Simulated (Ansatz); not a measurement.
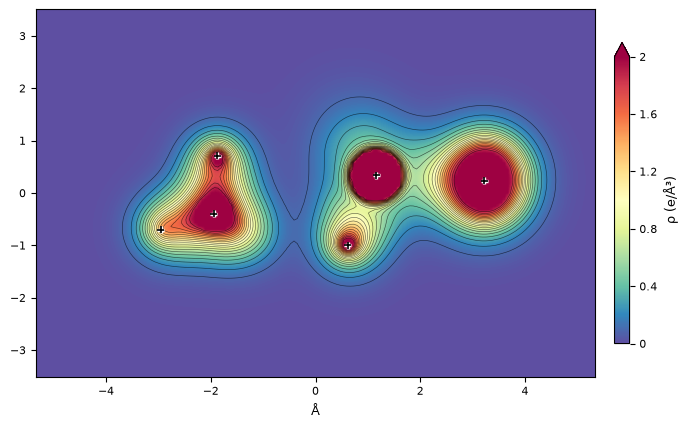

The electron density on a plane through atoms (crosses mark nuclei in the plane).

Theory: RKS PBE-D4/def2-SVP (Ansatz).

Candidates:
A. C2H8OSi2
B. BF2GeH3
C. Cl3HSi···CH4

### Which system is this?

Candidate C: Cl3HSi···CH4 on the plane of atoms H2, Si1 and Cl4, which holds Si, H, Cl and C. Si–Cl (2.07 Å): ρ is about 0.85 e/Å³ halfway. C–H (1.10 Å): ρ is about 1.9 e/Å³ halfway.
